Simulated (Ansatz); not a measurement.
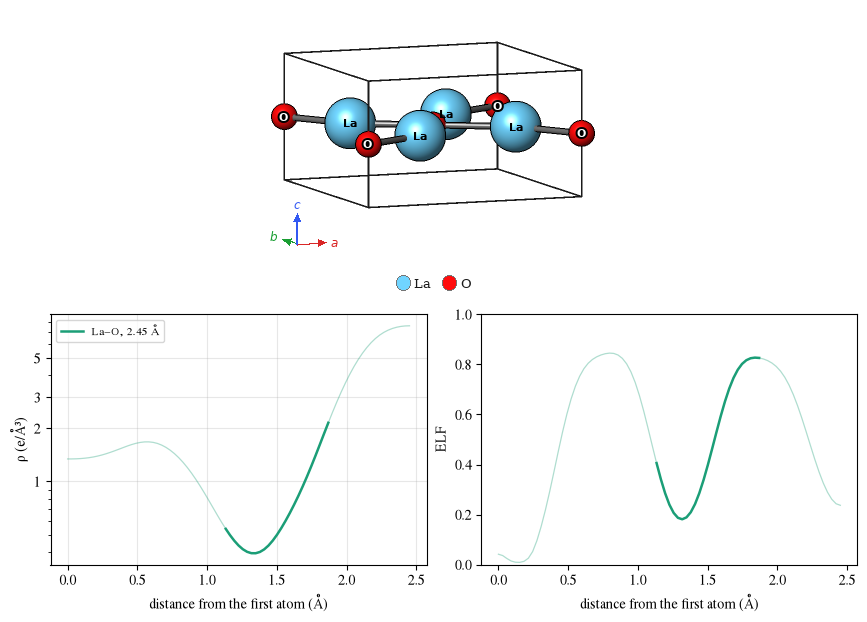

Figure. La2O. Valence electron density and electron localisation function along straight lines between neighbouring atoms. Thin, pale parts lie inside the atomic spheres. The structure is drawn too.

Space group P4/mbm; a structure generated by program, which may or may not match a known phase.

Level of theory: DFT PBE, scalar-relativistic, plane waves, PAW in Ansatz.

In a PAW calculation such maps are meaningful between the atoms, not at the nuclei.

What can be read from the curves?

Answer. La–O (2.45 Å): the density is about 0.43 e/Å³ at the midpoint; the ELF is about 0.25 at the midpoint: no localised pair shows between them.
